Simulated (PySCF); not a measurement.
**Run report: Si2PH9, geometry relaxation (part 3 of 3)**

Si2PH9; RKS PBE0-D4/def2-TZVP, density fitting (PySCF 2.14.0). The geometry is a transition state displaced along its imaginary mode. The reaction was set up to form Si1–P7 and H2–H6 and to break Si1–H2 and H6–P7 (atoms counted from 1 in the order of the input); sticks are drawn by distance alone.

Geometry of the input (Å):
```
Si -0.4820  -0.2705  -0.8920
H  1.4577  0.2414  -0.1940
H  0.1696  -0.8595  -2.1145
H  -1.9094  -0.1536  -1.2688
Si -0.1694  -1.5492  1.0515
H  1.3352  0.9110  0.3446
P  0.0046  1.8672  -0.1243
H  0.3019  -0.6353  2.1202
H  -1.4222  -2.2052  1.5262
H  0.8474  -2.6118  0.8340
H  -0.9168  2.9378  -0.0714
H  0.7832  2.3278  -1.2114
```

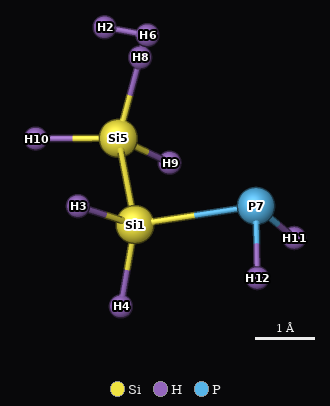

Fig. 1: The geometry at step 54 of the log (ball-and-stick view, seen at a tilt; atoms are numbered from 1 in the order of the input).

Trajectory as extended XYZ, continued:
```
12
Properties=species:S:1:pos:R:3:forces:R:3 step=42 energy=-25180.41179
Si   -0.3305   -0.0725   -0.9680   -0.0330   0.0004  -0.0221
H     3.0057   -0.3553    0.5074    0.0129  -0.0191  -0.0079
H     0.9376   -0.4817   -1.6282    0.0175  -0.0010  -0.0040
H    -1.4490   -0.3625   -1.9098    0.0093   0.0084   0.0150
Si   -0.6389   -1.2813    1.0105   -0.0040  -0.0358   0.0346
H     2.7493    0.2808    0.8001   -0.0072   0.0273   0.0088
P    -0.1468    2.1195   -0.4487   -0.0252  -0.0040   0.0106
H     0.2343   -0.7406    2.0886   -0.0231  -0.0157  -0.0229
H    -2.0593   -1.1718    1.4480    0.0393   0.0096  -0.0071
H    -0.3149   -2.7208    0.8055   -0.0124   0.0325   0.0057
H    -1.4790    2.2113    0.0399    0.0153  -0.0056  -0.0037
H    -0.5019    2.5777   -1.7455    0.0104   0.0029  -0.0070
12
Properties=species:S:1:pos:R:3:forces:R:3 step=44 energy=-25180.41243
Si   -0.3280   -0.0738   -0.9672    0.0266  -0.0015   0.0360
H     3.0328   -0.3395    0.4840   -0.0016   0.0136   0.0075
H     0.9489   -0.4649   -1.6234   -0.0071  -0.0013  -0.0059
H    -1.4418   -0.3656   -1.9083   -0.0287  -0.0122  -0.0310
Si   -0.6317   -1.2878    1.0107   -0.0403   0.0130  -0.0107
H     2.7465    0.2903    0.7651    0.0080  -0.0044  -0.0042
P    -0.1707    2.1157   -0.4316    0.0071  -0.0024   0.0188
H     0.2530   -0.7580    2.0803    0.0200  -0.0003   0.0149
H    -2.0454   -1.1529    1.4602    0.0211  -0.0002  -0.0068
H    -0.3323   -2.7296    0.8048   -0.0013  -0.0119  -0.0022
H    -1.5046    2.1866    0.0529   -0.0056   0.0010  -0.0015
H    -0.5240    2.5803   -1.7261    0.0017   0.0065  -0.0148
12
Properties=species:S:1:pos:R:3:forces:R:3 step=46 energy=-25180.41308
Si   -0.3286   -0.0717   -0.9636   -0.0236  -0.0015  -0.0017
H     3.0546   -0.3138    0.4686    0.0018   0.0047   0.0036
H     0.9503   -0.4466   -1.6227    0.0135  -0.0067  -0.0107
H    -1.4402   -0.3680   -1.9108    0.0071   0.0011   0.0073
Si   -0.6258   -1.2998    1.0057    0.0246   0.0010   0.0201
H     2.7504    0.3087    0.7463    0.0045   0.0051   0.0005
P    -0.1919    2.1152   -0.4105    0.0197  -0.0104   0.0116
H     0.2799   -0.7908    2.0727   -0.0189  -0.0210  -0.0290
H    -2.0317   -1.1469    1.4686   -0.0028  -0.0008   0.0064
H    -0.3495   -2.7458    0.7850   -0.0071   0.0194   0.0011
H    -1.5286    2.1691    0.0666   -0.0172   0.0070  -0.0003
H    -0.5397    2.5888   -1.7034   -0.0017   0.0021  -0.0088
12
Properties=species:S:1:pos:R:3:forces:R:3 step=47 energy=-25180.41350
Si   -0.3302   -0.0706   -0.9637   -0.0217  -0.0068  -0.0153
H     3.0673   -0.2929    0.4710    0.0154  -0.0232  -0.0091
H     0.9495   -0.4379   -1.6268    0.0060  -0.0046  -0.0040
H    -1.4422   -0.3658   -1.9118    0.0148   0.0044   0.0135
Si   -0.6235   -1.3092    0.9991    0.0426  -0.0043   0.0218
H     2.7551    0.3252    0.7471   -0.0101   0.0329   0.0126
P    -0.2014    2.1134   -0.3979    0.0155  -0.0067  -0.0056
H     0.2921   -0.8131    2.0642   -0.0221  -0.0235  -0.0343
H    -2.0248   -1.1482    1.4712   -0.0145  -0.0023   0.0094
H    -0.3586   -2.7561    0.7675   -0.0095   0.0264   0.0033
H    -1.5405    2.1589    0.0735   -0.0161   0.0111  -0.0026
H    -0.5445    2.5931   -1.6909   -0.0003  -0.0035   0.0101
12
Properties=species:S:1:pos:R:3:forces:R:3 step=49 energy=-25180.41513
Si   -0.3395   -0.0716   -0.9646    0.0104  -0.0122  -0.0209
H     3.1089   -0.2172    0.5079    0.0121  -0.0193  -0.0077
H     0.9373   -0.4345   -1.6398   -0.0131   0.0102   0.0192
H    -1.4546   -0.3568   -1.9103   -0.0010  -0.0003  -0.0003
Si   -0.6234   -1.3368    0.9820    0.0167  -0.0159   0.0047
H     2.7741    0.3962    0.7681   -0.0118   0.0280   0.0078
P    -0.2185    2.1071   -0.3768    0.0292  -0.0144  -0.0267
H     0.3232   -0.8838    2.0359    0.0028  -0.0055  -0.0058
H    -2.0113   -1.1580    1.4886   -0.0008  -0.0044  -0.0024
H    -0.3906   -2.7826    0.7143   -0.0152   0.0160   0.0053
H    -1.5658    2.1408    0.0700   -0.0273   0.0212   0.0014
H    -0.5400    2.5940   -1.6734   -0.0020  -0.0035   0.0256
12
Properties=species:S:1:pos:R:3:forces:R:3 step=51 energy=-25180.41653
Si   -0.3551   -0.0809   -0.9632   -0.0023   0.0042  -0.0062
H     3.1409   -0.1312    0.5444   -0.0104   0.0186   0.0076
H     0.9191   -0.4402   -1.6438    0.0011   0.0124   0.0105
H    -1.4738   -0.3625   -1.9054   -0.0030  -0.0054  -0.0026
Si   -0.6188   -1.3646    0.9742   -0.0370   0.0001  -0.0233
H     2.7898    0.4835    0.7830    0.0068  -0.0112  -0.0101
P    -0.2329    2.0976   -0.3713    0.0387  -0.0303   0.0172
H     0.3609   -0.9495    2.0088    0.0301   0.0204   0.0342
H    -1.9930   -1.1787    1.5155    0.0096   0.0108   0.0004
H    -0.4179   -2.8065    0.6782   -0.0024  -0.0377  -0.0120
H    -1.5871    2.1443    0.0527   -0.0241   0.0095   0.0067
H    -0.5299    2.5869   -1.6703   -0.0071   0.0086  -0.0222
12
Properties=species:S:1:pos:R:3:forces:R:3 step=52 energy=-25180.41730
Si   -0.3587   -0.0829   -0.9644    0.0067  -0.0185   0.0169
H     3.1563   -0.0945    0.5508   -0.0263   0.0440   0.0169
H     0.9208   -0.4289   -1.6434   -0.0135   0.0073   0.0112
H    -1.4752   -0.3668   -1.9082   -0.0012  -0.0029  -0.0075
Si   -0.6161   -1.3783    0.9683   -0.0157  -0.0025   0.0058
H     2.7916    0.5170    0.7798    0.0222  -0.0366  -0.0197
P    -0.2445    2.0915   -0.3604    0.0302  -0.0146   0.0136
H     0.3906   -0.9846    1.9913   -0.0239  -0.0040  -0.0120
H    -1.9811   -1.1740    1.5324    0.0507   0.0065  -0.0126
H    -0.4444   -2.8235    0.6578   -0.0049   0.0054  -0.0002
H    -1.6004    2.1365    0.0591   -0.0202   0.0052   0.0059
H    -0.5377    2.5855   -1.6587   -0.0041   0.0106  -0.0181
12
Properties=species:S:1:pos:R:3:forces:R:3 step=54 energy=-25180.41848
Si   -0.3629   -0.0933   -0.9653   -0.0153  -0.0039  -0.0010
H     3.1471   -0.0249    0.5532   -0.0129   0.0221   0.0088
H     0.9175   -0.4195   -1.6487    0.0108  -0.0063  -0.0076
H    -1.4798   -0.3788   -1.9100    0.0130   0.0037   0.0083
Si   -0.5992   -1.4008    0.9593   -0.0209  -0.0043   0.0157
H     2.7684    0.5807    0.7724    0.0099  -0.0151  -0.0119
P    -0.2566    2.0754   -0.3408   -0.0108   0.0085  -0.0074
H     0.4297   -1.0246    1.9658   -0.0085  -0.0101  -0.0100
H    -1.9474   -1.1762    1.5508    0.0181   0.0064  -0.0032
H    -0.4603   -2.8474    0.6401    0.0057   0.0054  -0.0028
H    -1.6170    2.1194    0.0687    0.0087   0.0016  -0.0023
H    -0.5383    2.5854   -1.6374    0.0024  -0.0081   0.0135
12
Properties=species:S:1:pos:R:3:forces:R:3 step=56 energy=-25180.41972
Si   -0.3595   -0.1090   -0.9622   -0.0007  -0.0113   0.0084
H     3.1373    0.0617    0.5543   -0.0044   0.0084   0.0050
H     0.9243   -0.4341   -1.6401    0.0092  -0.0063  -0.0055
H    -1.4699   -0.3887   -1.9146   -0.0037  -0.0013   0.0008
Si   -0.6012   -1.4215    0.9591    0.0077   0.0098  -0.0053
H     2.7413    0.6619    0.7557    0.0023  -0.0029  -0.0071
P    -0.2530    2.0572   -0.3311    0.0061   0.0129   0.0038
H     0.4548   -1.0762    1.9471    0.0028  -0.0060   0.0003
H    -1.9294   -1.1626    1.5765   -0.0144   0.0048   0.0053
H    -0.5034   -2.8690    0.6319    0.0002  -0.0060  -0.0063
H    -1.6165    2.1068    0.0644   -0.0059  -0.0016   0.0030
H    -0.5193    2.5700   -1.6289    0.0008  -0.0005  -0.0022
12
Properties=species:S:1:pos:R:3:forces:R:3 step=57 energy=-25180.42027
Si   -0.3549   -0.1168   -0.9599    0.0061  -0.0047   0.0085
H     3.1369    0.1051    0.5564   -0.0094   0.0153   0.0078
H     0.9311   -0.4455   -1.6327    0.0044  -0.0016  -0.0012
H    -1.4612   -0.3949   -1.9171   -0.0092  -0.0018  -0.0020
Si   -0.6058   -1.4300    0.9594    0.0135  -0.0002   0.0070
H     2.7314    0.7028    0.7476    0.0076  -0.0108  -0.0092
P    -0.2504    2.0503   -0.3287    0.0061   0.0021   0.0059
H     0.4651   -1.1065    1.9402   -0.0110  -0.0071  -0.0089
H    -1.9254   -1.1499    1.5889    0.0040  -0.0042  -0.0041
H    -0.5320   -2.8785    0.6250   -0.0080   0.0131   0.0011
H    -1.6159    2.0994    0.0603   -0.0043  -0.0018   0.0027
H    -0.5109    2.5622   -1.6277    0.0004   0.0019  -0.0074
12
Properties=species:S:1:pos:R:3:forces:R:3 step=59 energy=-25180.42086
Si   -0.3468   -0.1288   -0.9554    0.0130  -0.0021  -0.0029
H     3.1299    0.1712    0.5604   -0.0279   0.0414   0.0162
H     0.9420   -0.4623   -1.6217   -0.0035   0.0000   0.0014
H    -1.4496   -0.4042   -1.9177   -0.0061   0.0008  -0.0015
Si   -0.6129   -1.4427    0.9602    0.0097  -0.0167  -0.0021
H     2.7119    0.7668    0.7342    0.0273  -0.0391  -0.0163
P    -0.2398    2.0387   -0.3254   -0.0110   0.0008   0.0009
H     0.4718   -1.1502    1.9344   -0.0019   0.0002   0.0021
H    -1.9217   -1.1365    1.5992    0.0009  -0.0039  -0.0001
H    -0.5736   -2.8908    0.6172   -0.0092   0.0174   0.0030
H    -1.6085    2.0900    0.0539    0.0071   0.0008   0.0000
H    -0.4906    2.5493   -1.6272    0.0017   0.0004  -0.0006
12
Properties=species:S:1:pos:R:3:forces:R:3 step=61 energy=-25180.42112
Si   -0.3425   -0.1356   -0.9535   -0.0027   0.0025   0.0031
H     3.1239    0.2119    0.5650   -0.0056   0.0102   0.0077
H     0.9462   -0.4709   -1.6182    0.0010  -0.0001  -0.0022
H    -1.4459   -0.4079   -1.9167    0.0022   0.0000   0.0020
Si   -0.6149   -1.4523    0.9598    0.0055  -0.0057  -0.0046
H     2.7031    0.8067    0.7300    0.0058  -0.0096  -0.0073
P    -0.2344    2.0321   -0.3229   -0.0025   0.0005  -0.0048
H     0.4753   -1.1771    1.9327   -0.0005   0.0010  -0.0004
H    -1.9186   -1.1353    1.6035   -0.0023   0.0010   0.0025
H    -0.5954   -2.8984    0.6100   -0.0033   0.0033   0.0003
H    -1.6046    2.0875    0.0492    0.0016  -0.0012  -0.0007
H    -0.4762    2.5431   -1.6266    0.0008  -0.0018   0.0044
12
Properties=species:S:1:pos:R:3:forces:R:3 step=62 energy=-25180.42117
Si   -0.3408   -0.1377   -0.9531   -0.0010  -0.0008  -0.0010
H     3.1234    0.2252    0.5686   -0.0053   0.0099   0.0077
H     0.9488   -0.4728   -1.6165   -0.0020  -0.0007  -0.0013
H    -1.4434   -0.4097   -1.9175    0.0038   0.0004   0.0025
Si   -0.6158   -1.4551    0.9592   -0.0039  -0.0013   0.0017
H     2.7006    0.8198    0.7291    0.0057  -0.0098  -0.0071
P    -0.2332    2.0298   -0.3227   -0.0027   0.0014  -0.0002
H     0.4776   -1.1861    1.9303   -0.0009  -0.0013  -0.0016
H    -1.9169   -1.1321    1.6064    0.0060  -0.0004  -0.0022
H    -0.6054   -2.9009    0.6077   -0.0008   0.0030   0.0008
H    -1.6039    2.0851    0.0476    0.0014   0.0000  -0.0009
H    -0.4730    2.5403   -1.6267   -0.0002  -0.0004   0.0016
12
Properties=species:S:1:pos:R:3:forces:R:3 step=64 energy=-25180.42125
Si   -0.3376   -0.1401   -0.9534    0.0014   0.0000  -0.0022
H     3.1273    0.2441    0.5792   -0.0033   0.0069   0.0066
H     0.9532   -0.4738   -1.6153   -0.0017   0.0003   0.0009
H    -1.4379   -0.4126   -1.9197   -0.0004  -0.0001  -0.0007
Si   -0.6166   -1.4591    0.9570   -0.0068   0.0075   0.0065
H     2.7015    0.8390    0.7301    0.0034  -0.0073  -0.0060
P    -0.2350    2.0272   -0.3216    0.0006  -0.0009   0.0031
H     0.4818   -1.2012    1.9255    0.0000  -0.0033  -0.0027
H    -1.9127   -1.1260    1.6090    0.0050   0.0007  -0.0023
H    -0.6215   -2.9036    0.6023    0.0030  -0.0058  -0.0006
H    -1.6066    2.0790    0.0456   -0.0002   0.0006  -0.0004
H    -0.4730    2.5376   -1.6258   -0.0009   0.0015  -0.0022
```

Summary:

```tsv
quantity	value
outcome	converged
total energy	−25180.4213 eV
largest force (length of the vector) at the end	0.012 eV/Å
hardware	4 threads of Arm Neoverse V2, 23 GiB of memory available, shared host
wall time	11 min (CPU time 39 min)
peak memory	1.6 GiB
```
